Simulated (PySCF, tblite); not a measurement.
# PNH₄: changes of charge, electronic excitations, EPR parameters

Aim: compute the changes of charge, electronic excitations, EPR parameters of PNH₄ (`N=[PH3]`).

Computed with tblite 0.8.0 and PySCF 2.14.0 and routines of our own; the level stands in each step. Atoms count from 0.

## 1. The system as given

6 atoms, charge 0, multiplicity 1; geometry from: start built from the parent or by distance geometry.

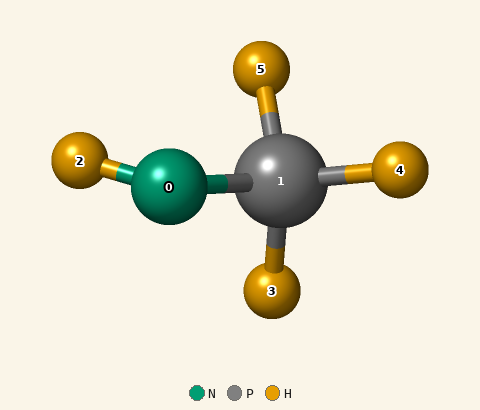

The starting geometry (nitrogen teal, phosphorus grey, hydrogen amber).

## 2. Geometry optimisation with GFN2-xTB

The job: settings as JSON, then the geometry in Å.

```
{"job": {"kind": "relax", "xc": "GFN2-xTB", "basis": "xTB"}, "charge": 0, "multiplicity": 1}
N      1.065500     0.574200    -0.224400
P     -0.416800     0.007500    -0.019800
H      1.829200    -0.096900     0.009400
H     -0.711000    -0.774500    -1.131000
H     -1.342700     1.050000     0.140800
H     -0.417900    -0.756300     1.181900
```

Started as:

```bash
$ OMP_NUM_THREADS=1 python redox_run.py task.json out
```

This one command runs all jobs of the session in turn.

The log of the run:

```text
step      E/eV     max force
  0    -202.21600    4.373
  1    -202.42357    2.103
  2    -202.51705    1.225
  3    -202.63269    1.028
  4    -202.70832    0.649
  5    -202.72186    0.460
  6    -202.73213    0.370
  7    -202.74199    0.467
  8    -202.75539    0.552
  9    -202.76539    0.374
 10    -202.77053    0.195
 11    -202.77290    0.211
 12    -202.77607    0.236
 13    -202.77916    0.193
 14    -202.78084    0.141
 15    -202.78155    0.077
 16    -202.78193    0.067
 17    -202.78243    0.097
 18    -202.78310    0.109
 19    -202.78389    0.093
 20    -202.78454    0.079
 21    -202.78488    0.051
 22    -202.78503    0.040
 23    -202.78512    0.030
 24    -202.78520    0.034
 25    -202.78530    0.038
 26    -202.78538    0.031
 27    -202.78542    0.017
 28    -202.78543    0.005
```

It took 0.04 s on 1 thread of Intel Xeon 6975P-C, shared host.

Relaxation path:

```csv
step,energy from step 0 (eV),largest force (eV/Å)
0,0.0000,4.3732
1,-0.2076,2.1025
2,-0.3011,1.2247
3,-0.4167,1.0276
4,-0.4923,0.6488
5,-0.5059,0.4597
6,-0.5161,0.3705
7,-0.5260,0.4669
8,-0.5394,0.5516
9,-0.5494,0.3741
10,-0.5545,0.1948
11,-0.5569,0.2108
12,-0.5601,0.2363
13,-0.5632,0.1927
14,-0.5648,0.1409
15,-0.5656,0.0771
16,-0.5659,0.0675
17,-0.5664,0.0972
18,-0.5671,0.1090
19,-0.5679,0.0932
20,-0.5685,0.0792
21,-0.5689,0.0508
22,-0.5690,0.0404
23,-0.5691,0.0297
24,-0.5692,0.0341
25,-0.5693,0.0380
26,-0.5694,0.0311
27,-0.5694,0.0170
28,-0.5694,0.0046
```

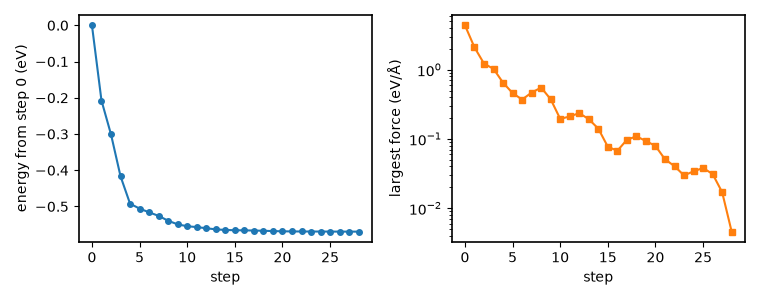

Energy and largest force along the relaxation.

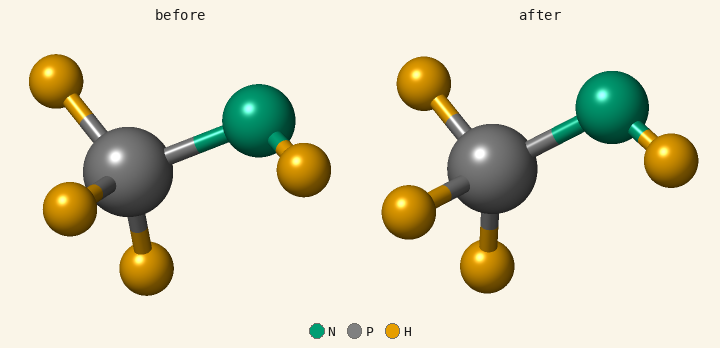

The geometry before (left) and after (right).

Close pairs (by a distance rule), those that changed most:

```csv
bond,before (Å),after (Å),change (Å)
N0–P1,1.600,1.542,-0.059
N0–H2,1.043,1.008,-0.035
P1–H4,1.404,1.376,-0.028
P1–H5,1.424,1.400,-0.024
P1–H3,1.390,1.400,+0.010
```

The final coordinates are the input of the step that follows.

## 3. Infrared spectrum with GFN2-xTB

The job: settings as JSON, then the geometry in Å.

```
{"job": {"kind": "ir", "xc": "GFN2-xTB", "basis": "xTB"}, "charge": 0, "multiplicity": 1}
N      1.103637     0.646160    -0.095613
P     -0.283608    -0.017030     0.014073
H      1.883086     0.008424    -0.147620
H     -0.819115    -0.822794    -0.997692
H     -1.216203     0.992361     0.074878
H     -0.661552    -0.803141     1.108824
```

The log of the run:

```text
mode    cm-1     km/mol
  1     409.6    106.22
  2     695.0     50.04
  3     704.3      8.87
  4     925.7     92.19
  5    1044.8     16.34
  6    1057.3     51.59
  7    1129.2     17.40
  8    1263.9    231.93
  9    2247.7    208.49
 10    2282.9    153.23
 11    2471.9    101.60
 12    3417.6      1.96
ZPE 105.570  H(298)-E 117.247  G(298)-E 42.837 kJ/mol  S 249.57 J/(mol K)
```

Wall time 0.06 s (1 thread of Intel Xeon 6975P-C, shared host).

The strongest bands and the atoms that carry them (share of the mass-weighted mode):

```csv
cm⁻¹,km/mol,atoms
410,106.2,"H2 74 %, N0 11 %"
695,50.0,"H2 34 %, H4 26 %, H5 17 %, H3 17 %"
926,92.2,"H2 53 %, N0 17 %"
1057,51.6,"H4 61 %, H5 16 %, H3 16 %"
1264,231.9,"N0 53 %, P1 34 %"
2248,208.5,"H3 50 %, H5 47 %"
2283,153.2,"H5 50 %, H3 47 %"
2472,101.6,H4 97 %
```

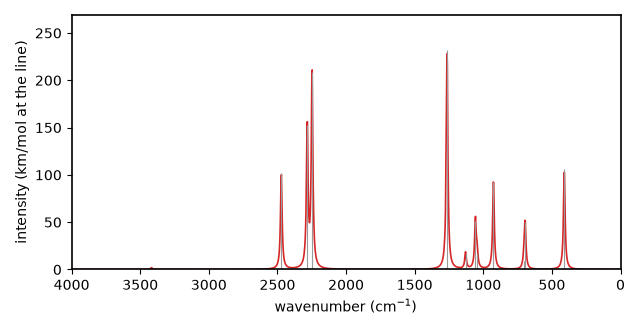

The infrared spectrum from these modes, unscaled. Lines are broadened to a width of 14 cm⁻¹ (Lorentzian).

## 4. Relaxing the molecule at PBE0-D3(BJ)/def2-SVPD

The job, as its differences from that of step 3:

```diff
@@ -1,2 +1,2 @@
-{"job": {"kind": "ir", "xc": "GFN2-xTB", "basis": "xTB"}, "charge": 0, "multiplicity": 1}
+{"job": {"xc": "PBE0", "basis": "def2-SVPD", "d3": "d3bj", "grid": 1, "kind": "geom"}, "charge": 0, "multiplicity": 1}
 N      1.103637     0.646160    -0.095613
```

The log of the run:

```text
step   0  E = -398.11656707  max force = 0.026741
step   1  E = -398.11946318  max force = 0.005439
step   2  E = -398.11952719  max force = 0.000828
step   3  E = -398.11952970  max force = 0.000110
optimisation converged
```

Wall time 2.7 s (1 thread of Intel Xeon 6975P-C, shared host).

Step by step:

```csv
step,energy from step 0 (eV),largest force component (eV/Å)
0,0.0000,1.3751
1,-0.0788,0.2797
2,-0.0805,0.0426
3,-0.0806,0.0057
```

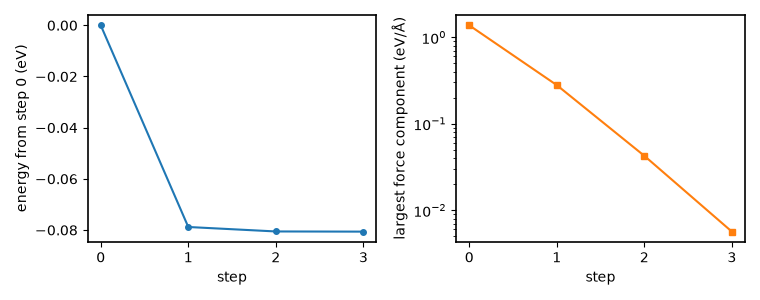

Energy and force, step by step.

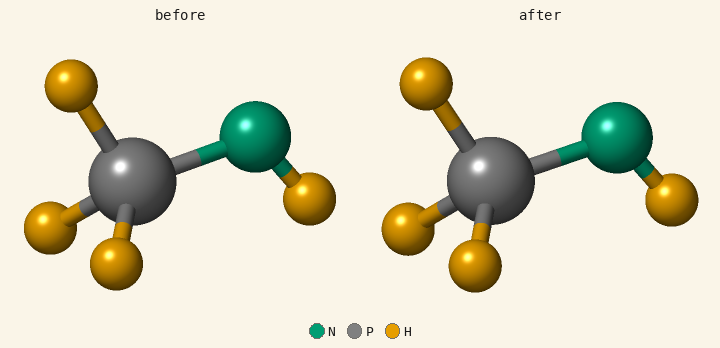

Before and after, at one scale.

Distances of close pairs at the start and the end, largest changes first:

```csv
bond,before (Å),after (Å),change (Å)
P1–H4,1.376,1.412,+0.037
P1–H5,1.400,1.435,+0.035
P1–H3,1.400,1.435,+0.035
N0–P1,1.542,1.572,+0.030
N0–H2,1.008,1.015,+0.007
```

The next job starts from the end point, and lists it.

```csv
at the end point,value
point group (found at 0.08 Å tolerance),Cs
"rotational constants (GHz, main isotopes)","91.023, 15.503, 15.128"
dipole moment (D),2.92
```

## 5. Single point (PNH4): wB97X-D3(BJ)/ma-def2-TZVP

Geometry: PBE0-D3(BJ)/def2-SVPD.

The job: settings as JSON, then the geometry in Å.

```
{"job": {"kind": "sp", "xc": "wB97X", "basis": "ma-def2-TZVP", "d3": "d3bj", "grid": 2}, "charge": 0, "multiplicity": 1}
N      1.136734     0.645979    -0.091781
P     -0.289810    -0.005258     0.013578
H      1.923467     0.006045    -0.144259
H     -0.819544    -0.836565    -1.029558
H     -1.265274     1.014293     0.073163
H     -0.667423    -0.817843     1.134644
```

The log of the run:

```text
coarse grid: 5168 points
cycle   1  E = -398.4617205567  dE =  1.159e-01  |g| = 5.647e-01  |ddm| = 1.667e+00
cycle   2  E = -398.4365689104  dE =  2.515e-02  |g| = 6.976e-01  |ddm| = 8.576e-01
cycle   3  E = -398.5427759415  dE = -1.062e-01  |g| = 3.434e-02  |ddm| = 4.696e-01
cycle   4  E = -398.5431990480  dE = -4.231e-04  |g| = 1.180e-02  |ddm| = 3.813e-02
cycle   5  E = -398.5432507098  dE = -5.166e-05  |g| = 3.069e-03  |ddm| = 1.479e-02
cycle   6  E = -398.5432554059  dE = -4.696e-06  |g| = 7.813e-04  |ddm| = 5.079e-03
final grid: 44408 points
cycle   7  E = -398.5406332916  dE = -1.300e-05  |g| = 1.853e-03  |ddm| = 1.178e-02
cycle   8  E = -398.5406336602  dE = -3.686e-07  |g| = 1.682e-03  |ddm| = 2.055e-03
cycle   9  E = -398.5406341946  dE = -5.343e-07  |g| = 2.908e-04  |ddm| = 1.109e-03
cycle  10  E = -398.5406342245  dE = -2.991e-08  |g| = 1.312e-04  |ddm| = 3.464e-04
cycle  11  E = -398.5406342318  dE = -7.331e-09  |g| = 2.610e-05  |ddm| = 1.721e-04
converged SCF energy = -398.5406342318
```

Run time: 1.8 s. Hardware: 1 thread of Intel Xeon 6975P-C, shared host.

Orbitals, density, ELF and potential are computed afterwards from the orbital file.

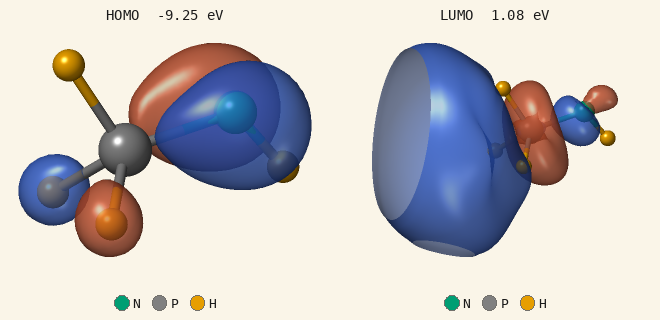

wB97X/ma-def2-TZVP orbitals near the gap, drawn at the value that encloses 70 % of each; the two colours are the two signs. The LUMO is diffuse and is cut off by the edge of the grid.

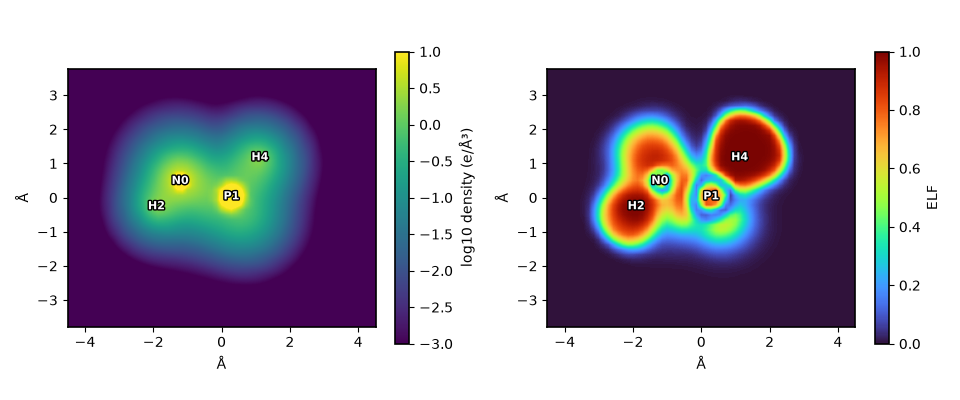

Density (left) and ELF (right) in a plane through or near 4 of the atoms.

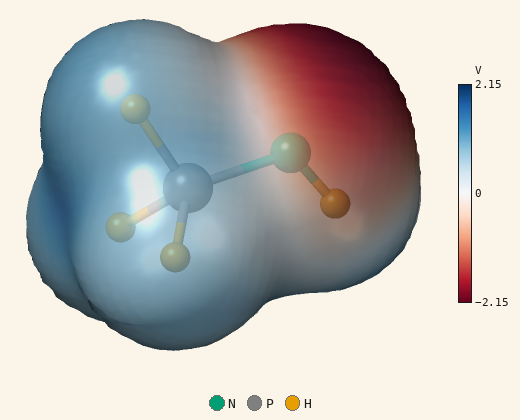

The potential that a unit positive charge feels on the 0.002 e/bohr³ surface, from the 1st to the 99th percentile, from -2.15 V near N0 to 1.54 V near H5.

## 6. Single point (PNH4+ (doublet)): wB97X-D3(BJ)/ma-def2-TZVP

Geometry: PBE0-D3(BJ)/def2-SVPD, that of another charge or spin state.

The job: settings as JSON, then the geometry in Å.

```
{"job": {"kind": "sp", "xc": "wB97X", "basis": "ma-def2-TZVP", "d3": "d3bj", "grid": 2}, "charge": 1, "multiplicity": 2}
N      1.136734     0.645979    -0.091781
P     -0.289810    -0.005258     0.013578
H      1.923467     0.006045    -0.144259
H     -0.819544    -0.836565    -1.029558
H     -1.265274     1.014293     0.073163
H     -0.667423    -0.817843     1.134644
```

The log of the run:

```text
final grid: 44408 points
cycle   1  E = -398.1536550343  dE = -2.485e-02  |g| = 3.397e-01  |ddm| = 4.256e-01
cycle   2  E = -398.1610723213  dE = -7.417e-03  |g| = 3.045e-01  |ddm| = 3.302e-01
cycle   3  E = -398.2012632705  dE = -4.019e-02  |g| = 1.808e-02  |ddm| = 1.751e-01
cycle   4  E = -398.2016326742  dE = -3.694e-04  |g| = 8.014e-03  |ddm| = 1.948e-02
cycle   5  E = -398.2017476957  dE = -1.150e-04  |g| = 2.736e-03  |ddm| = 1.096e-02
cycle   6  E = -398.2017727036  dE = -2.501e-05  |g| = 9.309e-04  |ddm| = 5.736e-03
cycle   7  E = -398.2017753111  dE = -2.608e-06  |g| = 3.623e-04  |ddm| = 2.016e-03
cycle   8  E = -398.2017756522  dE = -3.410e-07  |g| = 8.699e-05  |ddm| = 9.142e-04
cycle   9  E = -398.2017756718  dE = -1.963e-08  |g| = 1.699e-05  |ddm| = 2.749e-04
cycle  10  E = -398.2017756722  dE = -4.361e-10  |g| = 4.586e-06  |ddm| = 3.142e-05
converged SCF energy = -398.2017756722
```

Run time: 1.9 s. Hardware: 1 thread of Intel Xeon 6975P-C, shared host.

## 7. Geometry optimisation with GFN2-xTB

This step treats PNH₄+ (doublet), labelled `[NH][PH3+]` (the label fixes atoms and charge, not where charge and spin sit).

The job: settings as JSON, then the geometry in Å.

```
{"job": {"kind": "relax", "xc": "GFN2-xTB", "basis": "xTB"}, "charge": 1, "multiplicity": 2}
N      1.153000     0.639900    -0.097100
P     -0.300500     0.003400    -0.009400
H      1.940900    -0.001600    -0.141100
H     -0.822000    -0.821900    -1.050200
H     -1.268500     1.010500     0.084500
H     -0.678400    -0.819600     1.125900
```

The log of the run:

```text
step      E/eV     max force
  0    -188.38970    1.438
  1    -188.44345    0.968
  2    -188.51655    0.714
  3    -188.53288    0.541
  4    -188.55231    0.309
  5    -188.55756    0.257
  6    -188.56148    0.109
  7    -188.56217    0.093
  8    -188.56260    0.070
  9    -188.56301    0.071
 10    -188.56347    0.055
 11    -188.56366    0.029
 12    -188.56370    0.023
 13    -188.56372    0.025
 14    -188.56377    0.026
 15    -188.56384    0.027
 16    -188.56391    0.023
 17    -188.56394    0.010
 18    -188.54395    1.259
 19    -188.56641    0.419
 20    -188.56919    0.114
 21    -188.56961    0.070
 22    -188.56998    0.078
 23    -188.57025    0.058
 24    -188.57051    0.070
 25    -188.57097    0.083
 26    -188.57165    0.138
 27    -188.57238    0.134
 28    -188.57297    0.074
 29    -188.57355    0.093
 30    -188.57445    0.126
 31    -188.57600    0.232
 32    -188.57771    0.257
 33    -188.57920    0.151
 34    -188.57907    0.212
 35    -188.58006    0.085
 36    -188.58028    0.070
 37    -188.58140    0.065
 38    -188.58246    0.075
 39    -188.58310    0.057
 40    -188.58325    0.022
 41    -188.58327    0.024
 42    -188.58329    0.015
 43    -188.58331    0.016
 44    -188.58335    0.010
 45    -188.58335    0.003
```

Wall time 0.03 s (1 thread of Intel Xeon 6975P-C, shared host).

Relaxation path: (not every step is listed)

```csv
step,energy from step 0 (eV),largest force (eV/Å)
0,0.0000,1.4377
1,-0.0538,0.9681
2,-0.1268,0.7142
3,-0.1432,0.5408
4,-0.1626,0.3085
5,-0.1679,0.2571
6,-0.1718,0.1088
7,-0.1725,0.0927
8,-0.1729,0.0704
11,-0.1740,0.0293
14,-0.1741,0.0262
17,-0.1742,0.0097
20,-0.1795,0.1139
23,-0.1805,0.0575
26,-0.1820,0.1380
29,-0.1839,0.0928
32,-0.1880,0.2568
35,-0.1904,0.0853
38,-0.1928,0.0754
40,-0.1935,0.0223
41,-0.1936,0.0240
42,-0.1936,0.0153
43,-0.1936,0.0158
44,-0.1936,0.0103
45,-0.1936,0.0030
```

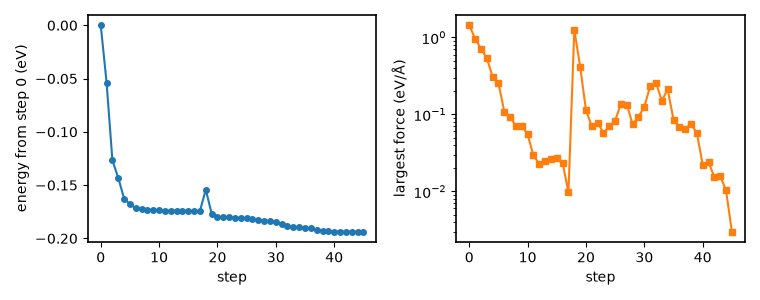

Energy and largest force along the relaxation.

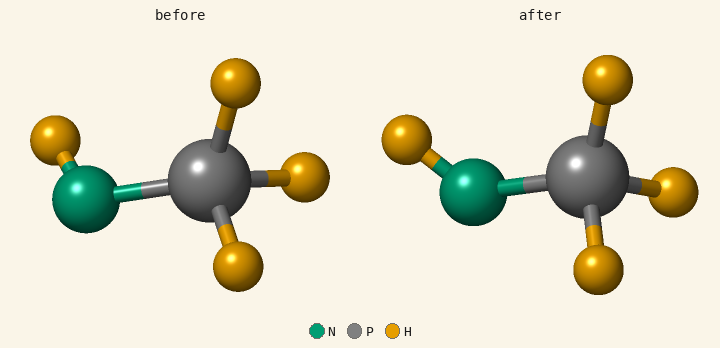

The geometry before (left) and after (right).

Distances of close pairs at the start and the end, largest changes first:

```csv
bond,before (Å),after (Å),change (Å)
P1–H5,1.452,1.388,-0.065
P1–H3,1.427,1.392,-0.035
N0–P1,1.589,1.578,-0.011
P1–H4,1.400,1.392,-0.008
N0–H2,1.017,1.014,-0.003
```

The final coordinates are the input of the step that follows.

## 8. Infrared spectrum with GFN2-xTB

The job: settings as JSON, then the geometry in Å.

```
{"job": {"kind": "ir", "xc": "GFN2-xTB", "basis": "xTB"}, "charge": 1, "multiplicity": 2}
N      1.098944     0.401510    -0.265990
P     -0.378568    -0.076488     0.014872
H      1.956386     0.202117     0.237193
H     -0.828755    -0.689095    -1.151667
H     -1.161573     1.072256     0.089865
H     -0.655271    -0.896034     1.099782
```

The log of the run:

```text
mode    cm-1     km/mol
  1     226.2    218.73
  2     564.6     32.95
  3     626.1      1.50
  4     637.8    190.69
  5     854.1      8.40
  6     885.2      0.31
  7     939.0      5.55
  8    1061.5     15.56
  9    2231.9     20.79
 10    2256.9      6.85
 11    2331.9      7.61
 12    3350.4    186.49
ZPE 95.495  H(298)-E 108.523  G(298)-E 29.960 kJ/mol  S 263.50 J/(mol K)
```

Wall time 0.07 s (1 thread of Intel Xeon 6975P-C, shared host).

The strongest bands and the atoms that carry them (share of the mass-weighted mode):

```csv
cm⁻¹,km/mol,atoms
226,218.7,H2 77 %
565,33.0,"H5 42 %, H3 17 %, H4 16 %, P1 12 %"
638,190.7,H2 81 %
854,8.4,"H3 41 %, H4 41 %"
1062,15.6,"N0 58 %, P1 27 %"
2232,20.8,"H3 43 %, H4 38 %, H5 17 %"
2332,7.6,H5 80 %
3350,186.5,H2 93 %
```

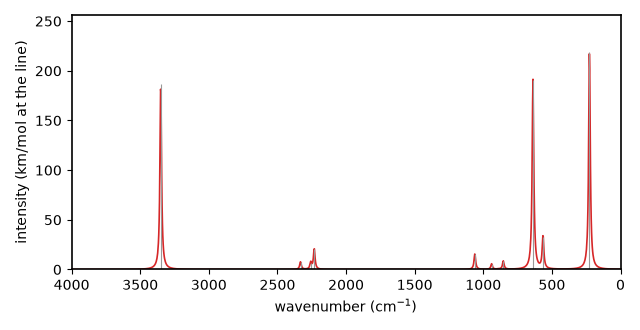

The infrared spectrum from these modes, unscaled. Lines are broadened to a width of 14 cm⁻¹ (Lorentzian).

## 9. Geometry optimisation at PBE0-D3(BJ)/def2-SVPD

This step treats PNH4+ (doublet), labelled `[NH][PH3+]` (the label fixes atoms and charge, not where charge and spin sit).

The job, as its differences from that of step 8:

```diff
@@ -1,2 +1,2 @@
-{"job": {"kind": "ir", "xc": "GFN2-xTB", "basis": "xTB"}, "charge": 1, "multiplicity": 2}
+{"job": {"xc": "PBE0", "basis": "def2-SVPD", "d3": "d3bj", "grid": 1, "kind": "geom"}, "charge": 1, "multiplicity": 2}
 N      1.098944     0.401510    -0.265990
```

The log of the run:

```text
step   0  E = -397.79417280  max force = 0.047601
step   1  E = -397.80102303  max force = 0.010270
step   2  E = -397.80131783  max force = 0.002182
step   3  E = -397.80132629  max force = 0.001228
step   4  E = -397.80133793  max force = 0.000168
optimisation converged
```

It took 5.5 s on 1 thread of Intel Xeon 6975P-C, shared host.

Along the way:

```csv
step,energy from step 0 (eV),largest force component (eV/Å)
0,0.0000,2.4477
1,-0.1864,0.5281
2,-0.1944,0.1122
3,-0.1947,0.0631
4,-0.1950,0.0086
```

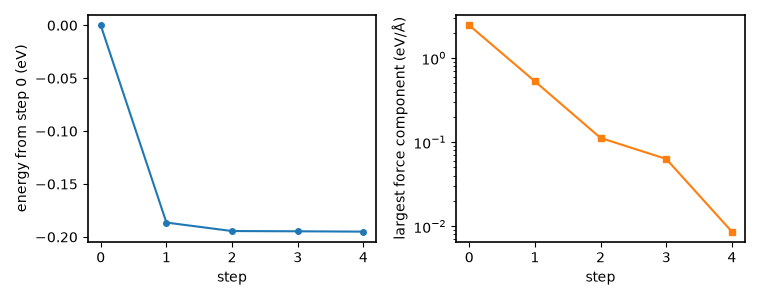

Energy and largest force along the relaxation.

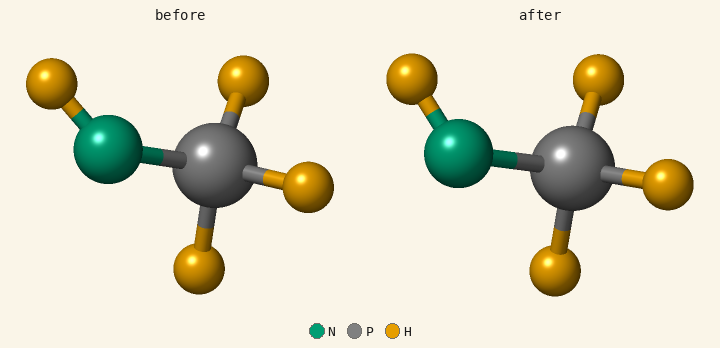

Before and after, at one scale.

Distances of close pairs at the start and the end, largest changes first:

```csv
bond,before (Å),after (Å),change (Å)
N0–P1,1.578,1.680,+0.102
P1–H5,1.388,1.416,+0.028
P1–H4,1.392,1.413,+0.021
P1–H3,1.392,1.413,+0.021
N0–H2,1.014,1.030,+0.016
```

The final coordinates are the input of the step that follows.

```csv
at the end point,value
point group (found at 0.08 Å tolerance),Cs
"rotational constants (GHz, main isotopes)","83.781, 14.161, 13.859"
⟨S²⟩,0.755
```

(Part 1 of 2 ends here.)
